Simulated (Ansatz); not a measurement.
# BGeNH+ (triplet): one geometry, many settings

Aim: run BGeNH+ (triplet) at one geometry under a spread of methods and options, and see what each costs and gives.

Program: Ansatz 0.2.0, Gaussian basis. Level of theory: the settings change from run to run. These are calculated values, not measurements.

27 further runs of the same task are left out: 12 that didn't finish, 15 set aside as unsound or not needed. Runs told in other sessions of the task aren't counted.

## Step 1: The system

The geometry is a PBE0/def2-TZVP stationary point (not a proven minimum) of the parent state, kept for this charge and spin. No spin-orbit coupling is included. The filled d shell of Ge may be among the frozen orbitals whatever the setting's name suggests.

4 atoms, charge 1, spin multiplicity 3.

Atoms are counted from 1 here; the program's logs count them from 0.

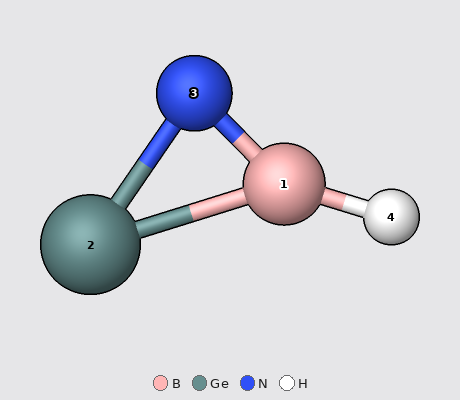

The geometry (boron pink, germanium teal, nitrogen blue, hydrogen white); atoms are numbered from 1 in the order of the file.

## Step 2: CASSCF(4,7)/6-31G

in.yaml reads:

```yaml
crystal:
  periodic: [false, false, false]
  atoms:
    - {symbol: B, position_ang: [0.000000, 0.535353, 1.574476]}
    - {symbol: Ge, position_ang: [0.000000, 0.049350, -0.507987]}
    - {symbol: N, position_ang: [0.000000, -0.770467, 1.248606]}
    - {symbol: H, position_ang: [0.000000, 1.408034, 2.370817]}
basis:
  gaussian: {orbitals: 6-31G, point_charges: [{charge: 0.50, position_ang: [3.744, -0.087, -0.449]}]}
total_charge: 1
magnetization: {spin_polarized: false, initial_magnetization: 2}
correlation: {active_space: {window: {electrons: 4, orbitals: 7}, states: [{multiplicity: 3, weights: [0.5, 1, 1]}], root: 0}}
```

On the command line:

```console
ansatz run in.yaml --threads 1 --pin off --events-out ev --progress --plain --max-ram 2393MiB
```

The log of the run:

```text
Functional definition: HF
  name "HF"
  cite "Fock, Z. Phys. 61, 126 (1930) doi:10.1007/BF01340294"
  parent pbe
  exchange = exact_x
  correlation = 0
922 factors; integrals over basis functions are off by at most 9.4e-8 eV
mean field evaluation 1: about -58609.8911 eV, gradient 5.4e1 eV
mean field evaluation 2: about -58609.9697 eV, gradient 5.4e1 eV
mean field evaluation 4: about -58619.6281 eV, gradient 8.9e0 eV
mean field evaluation 8: about -58620.1585 eV, gradient 1.2e0 eV
mean field evaluation 16: about -58620.2701 eV, gradient 2.5e-2 eV
mean field evaluation 32: about -58620.2634 eV, gradient 6.8e-1 eV
mean field evaluation 64: about -58609.5725 eV, gradient 1.6e1 eV
mean field evaluation 96: about -58609.8935 eV, gradient 5.4e1 eV
mean field -58620.27012714 eV, -2154.2551929260 hartree, gradient 2.4e-6 eV, S^2 2.000000; 7 other end points of the search recorded, 0 dependent functions left out
reference -58620.27012714 eV, -2154.2551929260 hartree; 23, 21 occupied and 26, 28 virtual orbitals, 922 factors
state -58621.36236787 eV, -2154.2953320327 hartree
state -58620.84004598 eV, -2154.2761370571 hartree
state -58619.93129417 eV, -2154.2427410442 hartree
Total energy: -58621.36236787 eV, -2154.2953320327 hartree
```

Wall time 9 s (1 thread of Arm Neoverse N1, shared host).

From the report: 441 determinants; active occupations (of the averaged states) 1.55, 1.37, 0.60, 0.42, 0.03, 0.02, 0.01.

## Step 3: CCSDT(Q) on ROHF/STO-3G

in.yaml reads:

```yaml
crystal:
  periodic: [false, false, false]
  atoms:
    - {symbol: B, position_ang: [0.000000, 0.535353, 1.574476]}
    - {symbol: Ge, position_ang: [0.000000, 0.049350, -0.507987]}
    - {symbol: N, position_ang: [0.000000, -0.770467, 1.248606]}
    - {symbol: H, position_ang: [0.000000, 1.408034, 2.370817]}
basis:
  gaussian: {orbitals: STO-3G}
total_charge: 1
magnetization: {spin_polarized: false, initial_magnetization: 2}
hamiltonian: {pseudopotentials: {relativity: scalar}}
correlation: {method: ccsdt_q, electrons: outside_noble_gas}
output: {forces: true}
```

Same command.

The log of the run (excerpt; [...] marks lines left out):

```text
Functional definition: HF
  name "HF"
  cite "Fock, Z. Phys. 61, 126 (1930) doi:10.1007/BF01340294"
  parent pbe
[...]
429 factors; integrals over basis functions are off by at most 3.6e-8 eV
[...]
mean field -58421.93794791 eV, -2146.9666197740 hartree, gradient 1.8e-6 eV, S^2 2.000000; 15 other end points of the search recorded, 0 dependent functions left out
[...]
determinant -58421.93794791 eV, -2146.9666197740 hartree, with singles and doubles -58426.41404108 eV, -2147.1311131639 hartree
determinant -58421.60948914 eV, -2146.9545491368 hartree, with singles and doubles -58425.30787188 eV, -2147.0904621957 hartree
determinant -58420.73658900 eV, -2146.9224706483 hartree, with singles and doubles -58425.12242556 eV, -2147.0836471690 hartree
determinant -58420.26663932 eV, -2146.9052003160 hartree, with singles and doubles -58424.49711959 eV, -2147.0606675983 hartree
[...]
reference -58421.93794791 eV, -2146.9666197740 hartree; 7, 5 occupied and 6, 8 virtual orbitals, 429 factors
second order -3.63727003 eV of doubles, -0.11680771 eV of singles
cycle   1  -3.97180206 eV  change   -2.1e-1 eV  update   1.3e-1
[...]
cycle  25  -4.73293323 eV  change    7.5e-8 eV  update   2.1e-7
perturbative correction -0.01701369 eV, -0.0006252417 hartree
[...]
Total energy: -58426.68789483 eV, -2147.1411771037 hartree
Relativity: scalar
Atom 0 at     0.000000     0.535353     1.574476 Å, force     0.000000     3.396329     0.466363 eV/Å
Atom 1 at     0.000000     0.049350    -0.507987 Å, force     0.000000    -0.833011     2.744767 eV/Å
Atom 2 at     0.000000    -0.770467     1.248606 Å, force    -0.000000    -2.610162    -3.102523 eV/Å
Atom 3 at     0.000000     1.408034     2.370817 Å, force     0.000000     0.046844    -0.108608 eV/Å
Dipole moment:    -0.000000     0.237655    -0.251842 e Å
```

It took 21 s on 1 thread of Arm Neoverse N1, shared host.

From the report: correlation -4.7499 eV; T1 0.049; largest double amplitude 0.11.

## Step 4: BCCD(T) on UHF/cc-pVDZ

in.yaml reads:

```yaml
crystal:
  periodic: [false, false, false]
  atoms:
    - {symbol: B, position_ang: [0.000000, 0.535353, 1.574476]}
    - {symbol: Ge, position_ang: [0.000000, 0.049350, -0.507987]}
    - {symbol: N, position_ang: [0.000000, -0.770467, 1.248606]}
    - {symbol: H, position_ang: [0.000000, 1.408034, 2.370817]}
basis:
  gaussian: {orbitals: cc-pVDZ}
total_charge: 1
magnetization: {spin_polarized: true, initial_magnetization: 2}
correlation: {method: bccd_t, electrons: outside_noble_gas}
scf: {lower_state_search: off}
output: {forces: true}
```

The command is unchanged.

The log of the run (excerpt; [...] marks lines left out):

```text
Functional definition: HF
  name "HF"
  cite "Fock, Z. Phys. 61, 126 (1930) doi:10.1007/BF01340294"
  parent pbe
[...]
640 factors; integrals over basis functions are off by at most 7.7e-4 eV
[...]
mean field -58632.02824033 eV, -2154.6872956161 hartree, gradient 7.4e-6 eV, S^2 2.042182; 0 other end points of the search recorded, 0 dependent functions left out
16 core orbitals not correlated: weight in the atoms' cores, before any rotation towards them, 0.998 or more for the frozen orbitals, at most 0.002 for the correlated occupied ones
reference -58632.02824033 eV, -2154.6872956161 hartree; 7, 5 occupied and 37, 39 virtual orbitals, 640 factors
second order -7.26187145 eV of doubles, -0.00000000 eV of singles
cycle   1  -7.62933344 eV  change   -3.7e-1 eV  update   1.1e-1
[...]
cycle  22  -8.03064726 eV  change   -1.3e-7 eV  update   1.8e-7
perturbative correction -0.45478832 eV, -0.0167131624 hartree
[...]
Total energy: -58640.51367592 eV, -2154.9991296221 hartree
Atom 0 at     0.000000     0.535353     1.574476 Å, force    -0.000000     2.022989     1.130293 eV/Å
Atom 1 at     0.000000     0.049350    -0.507987 Å, force    -0.000000    -0.615237     0.489475 eV/Å
Atom 2 at     0.000000    -0.770467     1.248606 Å, force     0.000000    -1.684318    -1.699217 eV/Å
Atom 3 at     0.000000     1.408034     2.370817 Å, force     0.000000     0.276565     0.079448 eV/Å
Dipole moment:    -0.000000     0.384307    -0.147588 e Å
Checks for a lower state left out: starts, cluster_reference, orbital_swaps, neighbouring_geometries, increment
```

Wall time 18 s (1 thread of Arm Neoverse N1, shared host); peak memory 0.27 GiB.

From the report: ⟨S²⟩ of the determinant 2.042 (pure triplet: 2.00); correlation -8.4854 eV; largest double amplitude 0.06.

## Step 5: BCCD on ROHF/cc-pVDZ

Edit in.yaml of step 4 so:

```diff
@@ -10,5 +10,6 @@
 total_charge: 1
-magnetization: {spin_polarized: true, initial_magnetization: 2}
-correlation: {method: bccd_t, electrons: outside_noble_gas}
+magnetization: {spin_polarized: false, initial_magnetization: 2}
+hamiltonian: {pseudopotentials: {relativity: scalar}}
+correlation: {method: bccd, electrons: outside_noble_gas}
+accuracy: high
 scf: {lower_state_search: off}
-output: {forces: true}
```

Launched as before.

The log of the run (excerpt; [...] marks lines left out):

```text
Functional definition: HF
  name "HF"
  cite "Fock, Z. Phys. 61, 126 (1930) doi:10.1007/BF01340294"
  parent pbe
[...]
1285 factors; integrals over basis functions are off by at most 4.4e-9 eV
[...]
mean field -59098.43215845 eV, -2171.8273234669 hartree, gradient 2.9e-8 eV, S^2 2.000000; 0 other end points of the search recorded, 0 dependent functions left out
16 core orbitals not correlated: weight in the atoms' cores, before any rotation towards them, 0.998 or more for the frozen orbitals, at most 0.002 for the correlated occupied ones
reference -59098.43215845 eV, -2171.8273234669 hartree; 7, 5 occupied and 37, 39 virtual orbitals, 1285 factors
second order -7.43209300 eV of doubles, -0.15315722 eV of singles
cycle   1  -7.88598729 eV  change   -3.0e-1 eV  update   1.2e-1
[...]
cycle  34  -8.28482323 eV  change  -5.6e-10 eV  update   1.3e-9
Total energy: -59106.71698167 eV, -2172.1317851048 hartree
Relativity: scalar
Checks for a lower state left out: stability, starts, cluster_reference, orbital_swaps, neighbouring_geometries, increment
```

Wall time 11 s (1 thread of Arm Neoverse N1, shared host); peak memory 0.28 GiB.

From the report: correlation -8.2848 eV; largest double amplitude 0.06.

## Step 6: BCCD(T) on ROHF/cc-pVDZ

Edit in.yaml of step 5 so:

```diff
@@ -11,5 +11,4 @@
 magnetization: {spin_polarized: false, initial_magnetization: 2}
-hamiltonian: {pseudopotentials: {relativity: scalar}}
-correlation: {method: bccd, electrons: outside_noble_gas}
-accuracy: high
-scf: {lower_state_search: off}
+correlation: {method: bccd_t, electrons: outside_noble_gas}
+scf: {lower_state_search: full}
+output: {forces: true}
```

The command is unchanged.

The log of the run (excerpt; [...] marks lines left out):

```text
Functional definition: HF
  name "HF"
  cite "Fock, Z. Phys. 61, 126 (1930) doi:10.1007/BF01340294"
  parent pbe
[...]
640 factors; integrals over basis functions are off by at most 7.7e-4 eV
[...]
mean field -58631.74668550 eV, -2154.6769486667 hartree, gradient 8.4e-6 eV, S^2 2.000000; 23 other end points of the search recorded, 0 dependent functions left out
[...]
determinant -58631.74668550 eV, -2154.6769486667 hartree, with singles and doubles -58640.08779946 eV, -2154.9834789511 hartree
determinant -58631.60051677 eV, -2154.6715770652 hartree, with singles and doubles -58639.39360427 eV, -2154.9579677484 hartree
determinant -58630.47375135 eV, -2154.6301691997 hartree, with singles and doubles -58638.77389288 eV, -2154.9351937749 hartree
determinant -58630.25872147 eV, -2154.6222669974 hartree, with singles and doubles -58638.43044948 eV, -2154.9225724627 hartree
[...]
16 core orbitals not correlated: weight in the atoms' cores, before any rotation towards them, 0.998 or more for the frozen orbitals, at most 0.002 for the correlated occupied ones
reference -58631.74668550 eV, -2154.6769486667 hartree; 7, 5 occupied and 37, 39 virtual orbitals, 640 factors
second order -7.46708197 eV of doubles, -0.15448893 eV of singles
cycle   1  -8.29384153 eV  change    4.7e-2 eV  update   2.0e-2
[...]
cycle  20  -8.30396958 eV  change   -2.3e-7 eV  update   1.1e-7
perturbative correction -0.45498567 eV, -0.0167204148 hartree
[...]
Total energy: -58640.50564074 eV, -2154.9988343349 hartree
Atom 0 at     0.000000     0.535353     1.574476 Å, force    -0.000000     2.034042     1.129890 eV/Å
Atom 1 at     0.000000     0.049350    -0.507987 Å, force     0.000000    -0.613729     0.484740 eV/Å
Atom 2 at     0.000000    -0.770467     1.248606 Å, force    -0.000000    -1.695499    -1.695829 eV/Å
Atom 3 at     0.000000     1.408034     2.370817 Å, force    -0.000000     0.275186     0.081198 eV/Å
Dipole moment:    -0.000000     0.383926    -0.147230 e Å
```

Run time: 52 s. Hardware: 1 thread of Arm Neoverse N1, shared host; peak memory 0.27 GiB.

From the report: correlation -8.7590 eV; largest double amplitude 0.06.

## Step 7: BCCD on ROHF/6-31G

Edit in.yaml of step 6 so:

```diff
@@ -8,7 +8,6 @@
 basis:
-  gaussian: {orbitals: cc-pVDZ}
+  gaussian: {orbitals: 6-31G}
 total_charge: 1
 magnetization: {spin_polarized: false, initial_magnetization: 2}
-correlation: {method: bccd_t, electrons: outside_noble_gas}
-scf: {lower_state_search: full}
-output: {forces: true}
+correlation: {method: bccd, electrons: outside_noble_gas}
+accuracy: high
```

Launched as before.

The log of the run (excerpt; [...] marks lines left out):

```text
Functional definition: HF
  name "HF"
  cite "Fock, Z. Phys. 61, 126 (1930) doi:10.1007/BF01340294"
  parent pbe
[...]
976 factors; integrals over basis functions are off by at most 4.3e-9 eV
[...]
mean field -58622.14298174 eV, -2154.3240190632 hartree, gradient 3.0e-8 eV, S^2 2.000000; 11 other end points of the search recorded, 0 dependent functions left out
[...]
determinant -58622.14298174 eV, -2154.3240190632 hartree, with singles and doubles -58627.99571426 eV, -2154.5391030163 hartree
determinant -58621.72824288 eV, -2154.3087776914 hartree, with singles and doubles -58627.01719987 eV, -2154.5031432756 hartree
determinant -58620.84277709 eV, -2154.2762374236 hartree, with singles and doubles -58626.71204672 eV, -2154.4919291043 hartree
determinant -58620.18391524 eV, -2154.2520246973 hartree, with singles and doubles -58625.52252699 eV, -2154.4482150604 hartree
16 core orbitals not correlated: weight in the atoms' cores, before any rotation towards them, 0.996 or more for the frozen orbitals, at most 0.004 for the correlated occupied ones
reference -58622.14298174 eV, -2154.3240190632 hartree; 7, 5 occupied and 26, 28 virtual orbitals, 976 factors
second order -5.10041465 eV of doubles, -0.11078483 eV of singles
cycle   1  -5.80114439 eV  change    5.2e-2 eV  update   2.5e-2
[...]
cycle  31  -5.80865620 eV  change   4.5e-10 eV  update  8.1e-10
Total energy: -58627.95163794 eV, -2154.5374832414 hartree
```

It took 23 s on 1 thread of Arm Neoverse N1, shared host.

From the report: correlation -5.8087 eV; largest double amplitude 0.07.

## Step 8: The runs in one table

Where basis and cores are those of an earlier UCCSDT(Q)/cc-pVDZ run (-58640.5936 eV), and the records show the same count of frozen orbitals and kind of state, the miss against it is given; a blank cell means that this couldn't be shown.

```tsv
level	correlated	functions	energy (eV)	from UCCSDT(Q) (meV)	time
CASSCF(4,7)/6-31G (lowest root of an average, beside a point charge)		49	-58621.3624		9 s
CCSDT(Q) on ROHF/STO-3G (relativity set)	outside noble gas	29	-58426.6879		21 s
BCCD(T) on UHF/cc-pVDZ	outside noble gas	60	-58640.5137	79.9	18 s
BCCD on ROHF/cc-pVDZ (relativity set)	outside noble gas	60	-59106.7170		11 s
BCCD(T) on ROHF/cc-pVDZ	outside noble gas	60	-58640.5056	87.9	52 s
BCCD on ROHF/6-31G	outside noble gas	49	-58627.9516		23 s
```

## Step 9: Results

| quantity | value |
| --- | --- |
| runs | 6 |
| quickest | CASSCF(4,7)/6-31G (lowest root of an average, beside a point charge), 9 s |
| slowest | BCCD(T) on ROHF/cc-pVDZ, 52 s |

**Reading.** Total energies in different bases, with other cores or another treatment of relativity can't be set against each other. «valence» and «outside noble gas» are the program's key words; the logs give how many orbitals each freezes, and for Ga to Kr the 3d shell needn't follow the word's plain sense. BCCD(T) on ROHF/cc-pVDZ took 6 times as long as CASSCF(4,7)/6-31G (lowest root of an average, beside a point charge); the jobs differ in more than the method. Among the correlated runs with a miss given, it spans +80 to +88 meV.
